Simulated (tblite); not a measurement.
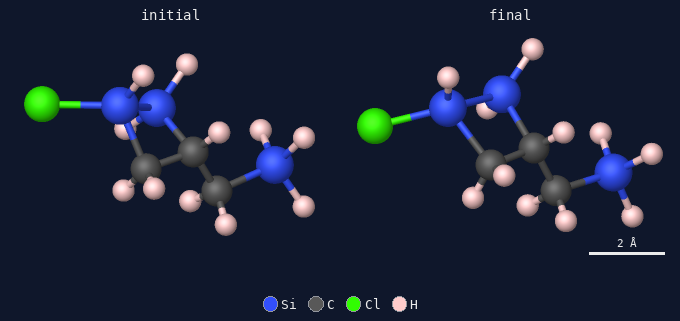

The structure of C₃H₁₁ClSi₃ before (left) and after (right) a relaxation, at one scale.

The picture is a ball-and-stick view, seen at a tilt.

All numbers below come from GFN2-xTB geometry optimisation, gas phase (tblite 0.8.0). 

> What changed between the two?

The largest move after the best rigid fit is that of an H atom, 0.94 Å. By element the largest moves are H 0.94 Å, Cl 0.69 Å, Si 0.40 Å, C 0.30 Å. Near-neighbour distances that change, for instance: C–Si 2.382 → 2.695 Å, Si–Si 2.214 → 2.327 Å, C–Si 1.857 → 1.936 Å, Cl–Si 2.095 → 2.036 Å. Bond angles that change, for instance: Cl–Si–H 116.9° → 104.4°, C–C–Si 89.8° → 100.6°, H–Si–H 117.0° → 107.3°. Groups turn about C–Si by about 25°, C–Si by about 20°, C–C by about 20°. The energy falls by 27.1 kcal/mol in 112 geometry steps.
